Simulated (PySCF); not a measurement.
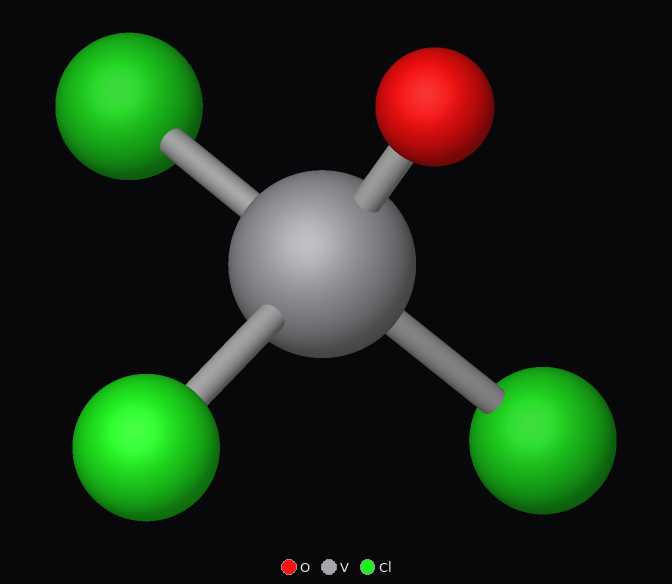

A metal compound. Charge 0, singlet. The geometry was computed by an optimisation with PBE0-D3(BJ)/def2-SVP. No frequency run is at hand to confirm it as a minimum.

**Describe the coordination sphere.**

V binds 4 atoms: 1 O at 1.53 Å, 3 Cl at 2.12 Å. The arrangement is tetrahedral.

**Give the formal oxidation state and the d-electron count.**

V(V), d⁰, counting the ligands as closed-shell ions or neutral donors.
